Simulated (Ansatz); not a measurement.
Reaction (SMILES): NC (CH3-NH2) + [H][H] (H2) → C (CH4) + N (NH3)
B3LYP-D3(BJ)/def2-TZVP geometries, fixed; electronic energies without zero-point terms.

Basis-set convergence of the energy of full hydrogenation at wB97M-V with Ansatz (a program for electronic structure). Cartesian d functions, on some or all atoms, in 6-31G*; all else is spherical. The program fits the integrals of some runs and decomposes those of others, by size. The functional holds VV10 correlation; no added dispersion term, no relativity. Functions are those of the species that has most. Reference: the value in aug-pcseg-3, -26.60 kcal/mol. Deviations are taken from unrounded values. Cost is core time over that of 3-21G, rough, on shared machines of one kind.

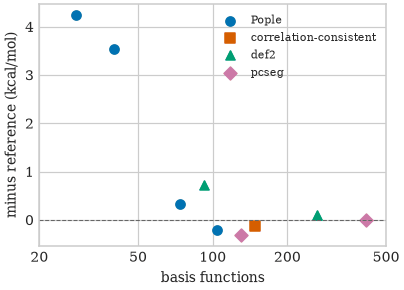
Deviation from the reference against the number of basis functions, by family of sets.

| basis | functions | energy of full hydrogenation (kcal/mol) | minus reference (kcal/mol) | cost |
|---|---|---|---|---|
| 3-21G | 28 | -22.36 | 4.24 | 1× |
| 6-31G* | 40 | -23.07 | 3.53 | 1× |
| 6-311+G** | 74 | -26.28 | 0.32 | 2× |
| def2-TZVP | 92 | -25.88 | 0.72 | 2× |
| 6-311++G(2d,2p) | 104 | -26.81 | -0.21 | 2× |
| pcseg-2 | 130 | -26.91 | -0.31 | 2× |
| jun-cc-pV(T+d)Z | 148 | -26.73 | -0.13 | 3× |
| def2-QZVPP | 264 | -26.51 | 0.09 | 4× |
| aug-pcseg-3 | 415 | -26.60 | 0.00 | 10× |
